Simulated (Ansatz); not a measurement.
**One shape, several levels: singlet [InNH3]+**

Wanted: a comparison of 6 runs (HF/3-21G, B3LYP/def2-SVP, CAM-B3LYP/def2-SVP, PBE-QIDH/def2-SVP, wB97X/def2-SVP, RPA@PBE/def2-SVP) of singlet [InNH3]+. 

Program for the calculation: Ansatz 0.2.0.

41 further runs of the same task are left out: 41 set aside as unsound or not needed.

### Step 1. The structure to begin with

[InNH3]+ has 5 atoms, charge +1, and is taken as a singlet. As SMILES of the parent species, `[NH2][InH]`. The shape is that of a PBE0-D4/def2-TZVP optimisation. This is one conformer, not always the lowest. That shape belongs to the parent species and isn't relaxed for this state.

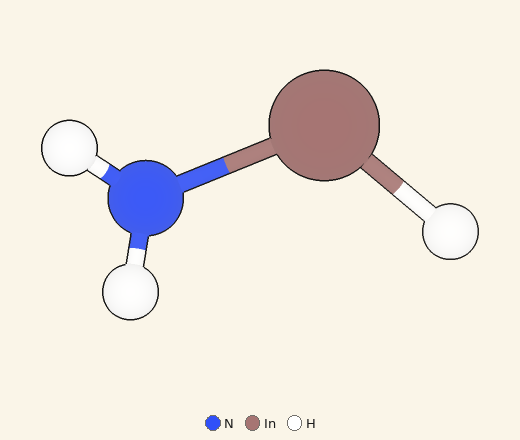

The structure, seen from a chosen angle (nitrogen blue, indium brown, hydrogen white).

### Step 2. A single-point energy at HF/3-21G (run 1)

The input, in.yaml:

```yaml
crystal:
  periodic: [false, false, false]
  atoms:
    - {symbol: N, position_ang: [-0.299400, -0.736500, 0.264700]}
    - {symbol: In, position_ang: [0.846600, 0.946400, 0.296000]}
    - {symbol: H, position_ang: [-0.846800, -0.960800, -0.554700]}
    - {symbol: H, position_ang: [0.017600, -1.585600, 0.707600]}
    - {symbol: H, position_ang: [0.331900, 2.262600, -0.755100]}
basis:
  gaussian:
    orbitals: 3-21G-spherical.json
total_charge: 1
hamiltonian:
  xc: hf
accuracy: high
output: {orbitals: {seedname: orbitals}}
```

The basis set 3-21G is read from a file made from the Basis Set Exchange's data (not shown).

Started as:

```bash
$ ansatz run in.yaml --threads 1 --pin off --max-ram 3480MiB --events-out events.jsonl --progress --plain --runs-dir runs
```

The log of the run:

```text
Warning: RAYON_NUM_THREADS=1 ignored (pool sized by the plan → 1); use --threads N
Functional definition: HF
  name "HF"
  exchange = exact_x
  correlation = 0
940 factors; integrals over basis functions are off by at most 7.0e-9 eV
mean field evaluation 1: about -157010.5338 eV, gradient 6.1e1 eV
mean field evaluation 2: about -157010.6406 eV, gradient 6.0e1 eV
mean field evaluation 4: about -157018.4990 eV, gradient 5.8e0 eV
mean field evaluation 8: about -157018.6672 eV, gradient 3.7e-1 eV
mean field evaluation 16: about -157018.6700 eV, gradient 3.6e-7 eV
mean field -157018.67001355 eV, -5770.3296919209 hartree, gradient 9.4e-9 eV, S^2 0.000000; 0 other end points of the search recorded, 0 dependent functions left out
reference -157018.67001355 eV, -5770.3296919209 hartree; 29, 29 occupied and 17, 17 virtual orbitals, 940 factors
Total energy: -157018.67001355 eV, -5770.3296919209 hartree
```

Wall time 0.83 s (1 thread of Arm Neoverse V1, shared host); peak memory 0.1 GiB.

### Step 3. A single-point energy at B3LYP/def2-SVP (core potential) (run 2)

The input, job.yaml:

```yaml
crystal:
  periodic: [false, false, false]
  atoms:
    - symbol: N
      position_ang: [-0.299400, -0.736500, 0.264700]
    - symbol: In
      position_ang: [0.846600, 0.946400, 0.296000]
    - symbol: H
      position_ang: [-0.846800, -0.960800, -0.554700]
    - symbol: H
      position_ang: [0.017600, -1.585600, 0.707600]
    - symbol: H
      position_ang: [0.331900, 2.262600, -0.755100]
basis:
  gaussian: {orbitals: def2-SVP}
accuracy: high
total_charge: 1
output: {orbitals: {seedname: orbitals}}
hamiltonian: {xc: {name: B3LYP}}
magnetization: {spin_polarized: false}
```

Started as:

```bash
$ ansatz run job.yaml --threads 1 --pin off --max-ram 3480MiB --events-out events.jsonl --progress --plain --runs-dir runs
```

The log of the run:

```text
Warning: RAYON_NUM_THREADS=1 ignored (pool sized by the plan → 1); use --threads N
Functional definition: B3LYP
  name "B3LYP"
  parameter a0 = 0.2
  parameter ax = 0.72
  parameter ac = 0.81
  exchange = (1 - a0 - ax)*slater_x + ax*b88_x + a0*exact_x
  correlation = (1 - ac)*vwn_rpa_c + ac*lyp_c
1329 factors; integrals over basis functions are off by at most 3.4e-9 eV
mean field evaluation 1: about -6682.8710 eV, gradient 9.7e1 eV
mean field evaluation 2: about -6566.9293 eV, gradient 1.6e2 eV
mean field evaluation 4: about -6703.4032 eV, gradient 1.7e1 eV
mean field evaluation 8: about -6704.4853 eV, gradient 2.5e-1 eV
mean field evaluation 16: about -6704.4855 eV, gradient 2.7e-5 eV
mean field -6704.48554148 eV, -246.3852991860 hartree, gradient 5.4e-8 eV, S^2 0.000000; 0 other end points of the search recorded, 0 dependent functions left out
reference -6704.48557594 eV, -246.3853004522 hartree; 15, 15 occupied and 40, 40 virtual orbitals, 1329 factors
Total energy: -6704.48557594 eV, -246.3853004522 hartree
```

Wall time 3.3 s (1 thread of Arm Neoverse V1, shared host); peak memory 0.15 GiB.

Runs 3 to 5 aren't shown in full; the table further down has their settings and results.

### Step 4. A single-point energy at RPA@PBE/def2-SVP (core potential) (run 6)

The input, molecule.yaml:

```yaml
crystal:
  periodic: [false, false, false]
  atoms:
    - {symbol: N, position_ang: [-0.299400, -0.736500, 0.264700]}
    - {symbol: In, position_ang: [0.846600, 0.946400, 0.296000]}
    - {symbol: H, position_ang: [-0.846800, -0.960800, -0.554700]}
    - {symbol: H, position_ang: [0.017600, -1.585600, 0.707600]}
    - {symbol: H, position_ang: [0.331900, 2.262600, -0.755100]}
basis:
  gaussian: {orbitals: def2-SVP}
accuracy: high
total_charge: 1
hamiltonian: {xc: pbe}
correlation: {method: rpa, frozen_orbitals: {H: 0, In: 4, "N": 1}}
```

Started as:

```bash
$ ansatz run molecule.yaml --threads 1 --pin off --max-ram 3480MiB --events-out events.jsonl --progress --plain --runs-dir runs
```

The log of the run (excerpt; [...] marks lines left out):

```text
Warning: RAYON_NUM_THREADS=1 ignored (pool sized by the plan → 1); use --threads N
Functional definition: PBE
  name "PBE"
[...]
1329 factors; integrals over basis functions are off by at most 3.4e-9 eV
[...]
mean field -6700.86403695 eV, -246.2522113491 hartree, gradient 6.4e-8 eV, S^2 0.000000; 1 other end points of the search recorded, 0 dependent functions left out
5 core orbitals not correlated: weight in the atoms' cores, before any rotation towards them, 1.000 or more for the frozen orbitals, at most 0.000 for the correlated occupied ones
reference -6667.27548837 eV, -245.0178549560 hartree; 10, 10 occupied and 40, 40 virtual orbitals, 1329 factors
Total energy: -6679.23064698 eV, -245.4571989312 hartree
```

Wall time 5.7 s (1 thread of Arm Neoverse V1, shared host); peak memory 0.28 GiB.

### Step 5. All runs side by side

```
run                                level  core potential  frozen core orbitals   energy (Eh)  HOMO energy (eV)  LUMO energy (eV)  HOMO–LUMO gap (eV)  wall time
  1                             HF/3-21G            none                     –  -5770.329692            -15.39             -6.71                8.69     0.83 s
  2      B3LYP/def2-SVP (core potential)        def2-SVP                     –   -246.385300            -12.64            -10.21                2.43      3.3 s
  3  CAM-B3LYP/def2-SVP (core potential)        def2-SVP                     –   -246.261847            -14.16             -8.98                5.17      3.9 s
  4   PBE-QIDH/def2-SVP (core potential)        def2-SVP                     5   -245.949166            -14.75             -8.24                6.51      4.8 s
  5      wB97X/def2-SVP (core potential)        def2-SVP                     –   -246.333516            -15.14             -7.91                7.23       12 s
  6    RPA@PBE/def2-SVP (core potential)        def2-SVP                     5   -245.457199                 –                 –                   –      5.7 s
```

### Step 6. What came out

| quantity | value |
| --- | --- |
| run 6: total energy | -245.45720 Eh |
| run 6: RPA correlation energy (valence) | -439.3 mEh |

In words: Over runs 1, 2, 3, 4, 5 the HOMO–LUMO gap runs from 2.43 eV (B3LYP/def2-SVP) to 8.69 eV (HF/3-21G). The two ends differ in method and basis and core potential. Totals of different functionals can't be ranked against each other. Some runs of one species differ in core potentials or relativity; totals across that change don't compare. In run 1 relativity is left out where basis or elements ask for it. All runs together took 31 s, the longest 12 s.
